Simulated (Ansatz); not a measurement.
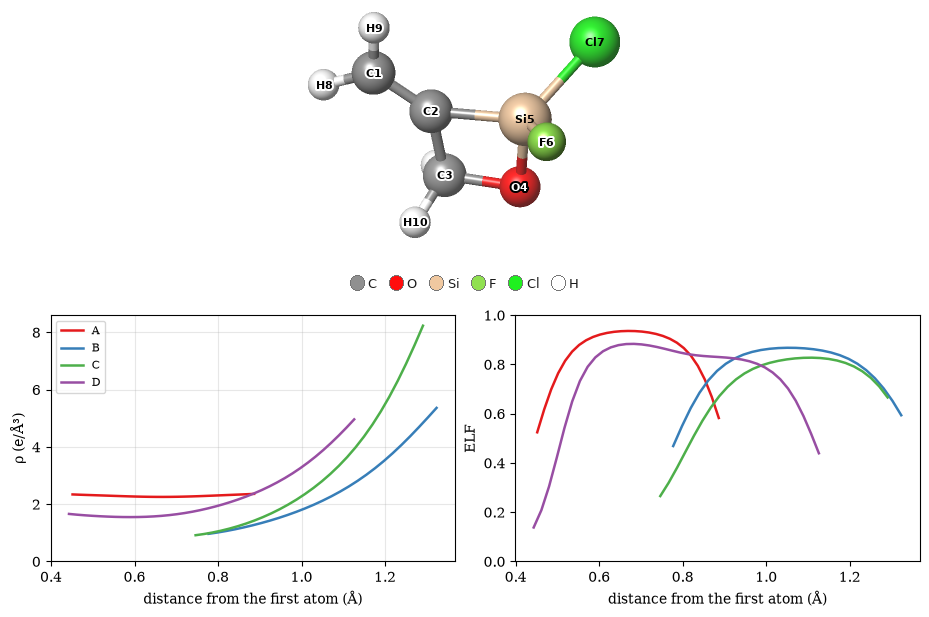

*C₃H₄ClFOSi (SMILES C=C1CO[Si]1(F)Cl). Total electron density and ELF along straight lines between neighbouring atoms. The curves leave out the atomic cores. The structure is drawn too.*

Computed with RKS PBE-D4/6-31G* (Ansatz 0.2.0).

```xyz
11

C    -1.6704    0.4428   -0.5396
C    -0.4459    0.1238   -0.1054
C     0.0278   -0.7969    1.0236
O     1.4921   -0.6797    0.8732
Si    1.3625    0.3960   -0.4111
F     2.0060    1.8462   -0.1177
Cl    2.2230   -0.2510   -2.1676
H    -2.5789    0.0405   -0.0741
H    -1.8170    1.1245   -1.3833
H    -0.2637   -0.4513    2.0316
H    -0.2702   -1.8520    0.8911
```

Which curve belongs to which contact (C–C, C–O, Si–F and Si–O)? The first atom named is at distance zero.

Curve A: C–C (1.34 Å): ρ at the midpoint is about 2.3 e/Å³; the ELF peaks at about 0.95 between the atoms; a short, multiple covalent bond. Curve B: Si–O (1.68 Å): ρ at the midpoint is about 1.1 e/Å³; the ELF peaks at about 0.85 between the atoms, as expected for a polar covalent bond. Curve C: Si–F (1.61 Å): ρ at the midpoint is about 1.1 e/Å³; the ELF peaks at about 0.85 in the valence shell of F, 0.5 Å from its nucleus, and is about 0.45 at the midpoint. Curve D: C–O (1.48 Å): ρ is about 1.7 e/Å³ halfway, with its minimum of 1.6 e/Å³ about 0.6 Å from C; the ELF peaks at about 0.90 between the atoms; a shared but strongly polarised pair.
